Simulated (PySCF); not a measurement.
# C₄H₆Si, SMILES `[SiH2]1C=CC=C1`: electronic structure

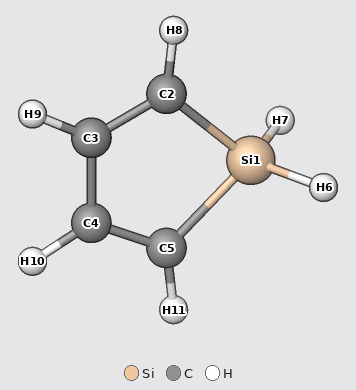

The molecule, with its atoms numbered as below. No frequency check shows the geometry to be a minimum.

Cartesian coordinates (Å):

```
Si1      1.2407   -0.0001    0.0000
C2      -0.1076    1.3197    0.0000
C3      -1.3080    0.7285    0.0001
C4      -1.3083   -0.7282   -0.0001
C5      -0.1081   -1.3197   -0.0001
H6       2.0557   -0.0013    1.2157
H7       2.0556    0.0003   -1.2159
H8       0.0063    2.3909    0.0002
H9      -2.2496    1.2612   -0.0002
H10     -2.2501   -1.2605    0.0003
H11      0.0054   -2.3910   -0.0003
```

## 1. Excited states

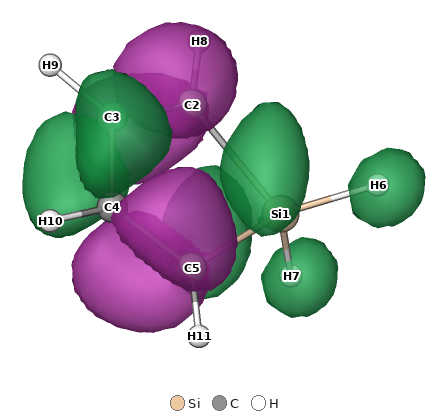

Unrelaxed difference density of S₁ less the ground state (TDA singlet states), ±0.015 e/Å³; green: gain, purple: loss.

Level of theory: CAM-B3LYP/def2-SVP (PySCF), at a geometry from GFN2-xTB. Without diffuse functions Rydberg states are missing, so the states' numbers hold for this basis only.

**How does the charge move on excitation?**

0.41 e is displaced in all, of which about 0.2 e passes between atoms: C2 and C5 (0.09 e each) lose electrons and Si1 (0.11 e) gains them. The state: 4.81 eV (258 nm), f = 0.089; the leading pair carries 95 %; hole on C2 and C5 (27 % each), C3 and C4 (16 % each) and Si1 (7 %), electron on Si1 (18 %), C2 and C5 (18 % each) and C3 and C4 (16 % each); their centroids lie 0.3 Å apart.

## 2. Removing or adding an electron

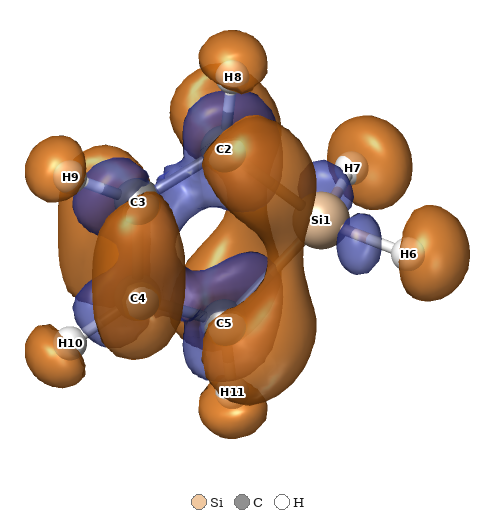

Fukui function f⁺ = ρ(N+1) − ρ(N) at fixed geometry, surfaces at ±0.02 e/Å³ (orange positive, blue negative).

PySCF calculation, BP86/def2-SVP, gas phase; geometry: GFN2-xTB.

**Which atoms respond most to the addition of an electron?**

f⁺ (Hirshfeld-condensed) is largest on Si1 (0.15), C2 and C5 (0.12 each) and C3 and C4 (0.11 each); the vertical electron affinity is −0.45 eV (the stability of the anion's solution wasn't checked; negative, but this basis has no diffuse functions, so it doesn't show that the anion is unbound). Condensed values hint at sites of nucleophilic attack but needn't mark the atom that reacts. Shares this close don't rank the sites. Orbital relaxation makes it negative in places (0.20 e in all).

## 3. Stretching a bond

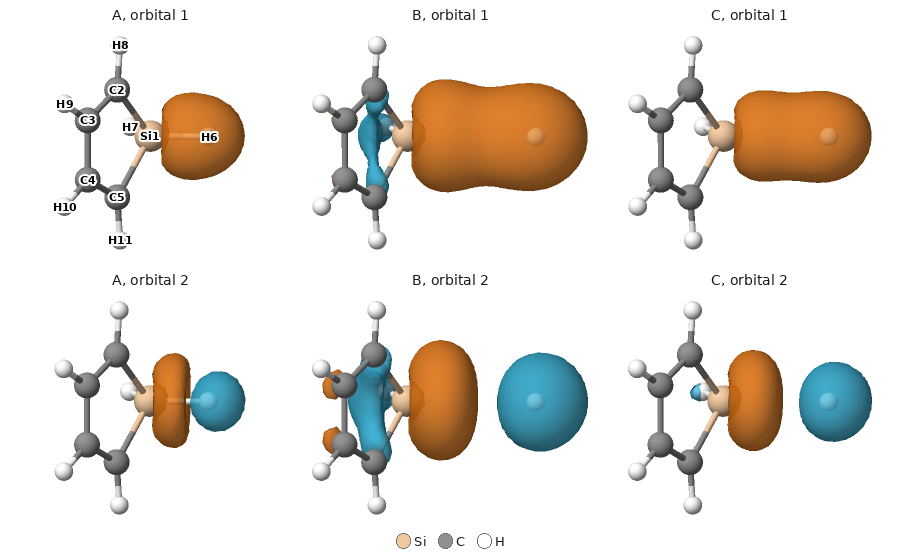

Rigid stretch of the Si1–H6 bond. The two CASSCF(2,2) natural orbitals nearest half filling (orbital 1 the more occupied).

Computed with PySCF, 6-31G* basis, geometry: GFN2-xTB.

**The columns are at 1.42, 2.56 and 3.12 Å, in some order. Assign them, and give the occupations.**

A: 1.42 Å, occupations 1.98 and 0.02. B: 3.12 Å, occupations 1.53 and 0.47. C: 2.56 Å, occupations 1.79 and 0.21.

UHF's ⟨S²⟩ passes 1 along the scan (up to 1.46), so it also polarises electrons outside the stretched bond; its energy lowering isn't due to that bond alone.

UHF already breaks spin symmetry near equilibrium here (⟨S²⟩ = 0.52 at 1.56 Å), for reasons apart from this bond.

**How much energy does the stretch cost?**

By CASSCF, 3.6 eV from the lowest point of the scan (1.56 Å) to 3.98 Å; RHF gives 6.7 eV from its own lowest point. The fragments aren't relaxed and dynamic correlation is missing, so this isn't a bond dissociation energy.

The PySCF runs shown took 3.2 min, 4.8 min and 4.3 min on 1 thread of Arm Neoverse V2, with other jobs on the host.
